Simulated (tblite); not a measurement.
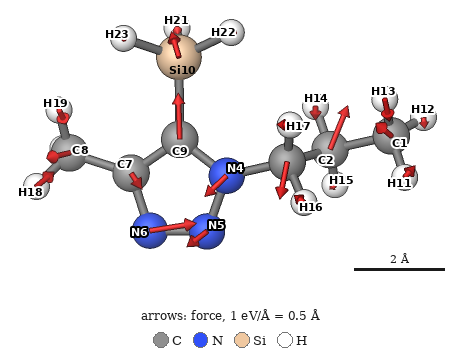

Starting geometry of C6H13N3Si with the computed forces as red arrows. Style: ball-and-stick. Shown at a tilt.

All numbers below come from GFN2-xTB geometry optimisation, gas phase in tblite. 

Question: Is this structure relaxed? If not, where do the atoms go?

Answer: It isn't relaxed: the largest force vector, on an N atom, is 2.24 eV/Å. The final displacements have little in common with the starting forces (cosine between the two patterns 0.17). An H atom moves most after the best rigid fit: 0.62 Å. By element the largest moves are H 0.62 Å, N 0.23 Å, C 0.21 Å, Si 0.19 Å. Some distances before and after: C–H 1.140 → 1.088 Å, N–N 1.328 → 1.283 Å, C–C 1.500 → 1.530 Å, H–Si 1.495 → 1.466 Å. Among the angles between lasting bonds that change: H–C–H 116.4° → 108.4°, C–C–H 116.4° → 108.9°, H–C–H 103.1° → 109.7°. Groups turn about C–C by about 20°. After 131 geometry steps the energy has fallen by 62.3 kJ/mol.
